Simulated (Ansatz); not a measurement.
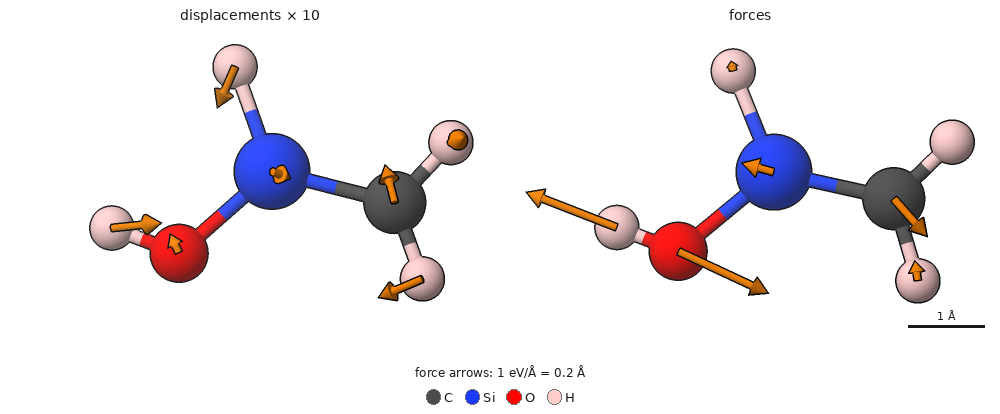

Left: CH₄OSi, with orange arrows for the displacements applied to it. Right: the displaced structure with the computed forces. The picture is a ball-and-stick view, seen face on.

The calculation used RKS PBE-D4/def2-TZVPP (Ansatz). 

**Where do the forces point?**

All atoms are moved at random (σ = 0.04 Å) from the PBE0-D4/def2-TZVP minimum. It costs 41.8 kJ/mol. The largest force is 6.7 eV/Å, on the O atom. The forces point partly back along the displacements (cosine −0.53). At other levels of theory the same distortion costs 37.2 kJ/mol (RKS r2SCAN-D4/def2-TZVPP), 35.9 kJ/mol (RKS PBE0-D4/def2-TZVPP), 34.9 kJ/mol (RKS wB97M-V/def2-TZVPP), 38.3 kJ/mol (RHF-CCSD(T), frozen core/def2-TZVPP). Near-neighbour distances before and after: H–O 0.958 → 0.873 Å, C–H 1.083 → 1.075 to 1.140 Å, C–Si 1.686 → 1.634 Å, H–Si 1.478 → 1.453 Å. Bond angles that change, for instance: Si–C–H 124.8° → 119.5°, Si–C–H 118.5° → 123.6°.
